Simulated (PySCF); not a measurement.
```xyz
12

O     1.4585   -0.3934   -1.2339
C     1.2574   -0.0025   -0.1107
O     2.2497    0.2855    0.7416
C    -0.0801    0.2142    0.4880
C    -1.1756    0.6719   -0.4453
C    -1.1798   -0.7254    0.0523
H     3.0751    0.1126    0.2628
H    -0.0809    0.5793    1.5165
H    -1.9025    1.3818   -0.0438
H    -0.8792    0.8356   -1.4844
H    -1.9093   -1.0173    0.8114
H    -0.8872   -1.5111   -0.6486
```

Geometry: PBE0-D3(BJ)/def2-SVP.

All numbers below come from WP04/pcSseg-1, SCF density, in a chloroform solvent model, non-relativistic (PySCF).

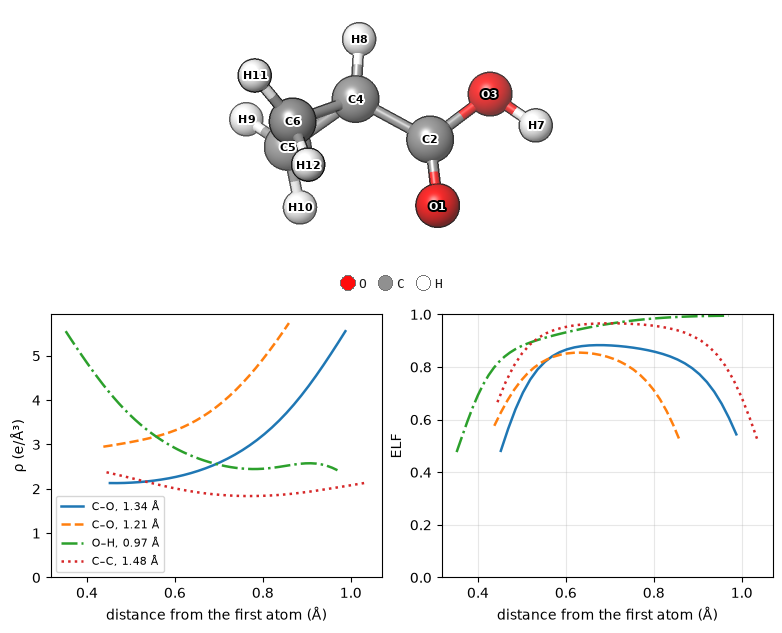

C$_{4}$H$_{6}$O$_{2}$. Total electron density and electron localisation function along straight lines between neighbouring atoms. The curves leave out the atomic cores. The structure is drawn too.

> What kind of bonding do the profiles show?

C–O (1.34 Å): the density is about 2.5 e/Å³ at the midpoint, with its minimum of 2.1 e/Å³ about 0.5 Å from C; the ELF peaks at about 0.90 between the atoms (a polar covalent bond).
C–O (1.21 Å): ρ is about 3.3 e/Å³ halfway; the ELF peaks at about 0.85 between the atoms (a multiple bond).
O–H (0.97 Å): ρ at the midpoint is about 3.8 e/Å³; the ELF climbs to about 1 towards the hydrogen, as it does in any bond to H; an ordinary covalent bond to hydrogen.
C–C (1.48 Å): the density is about 1.8 e/Å³ at the midpoint; the ELF peaks at about 0.95 between the atoms: localised, covalent bonding.
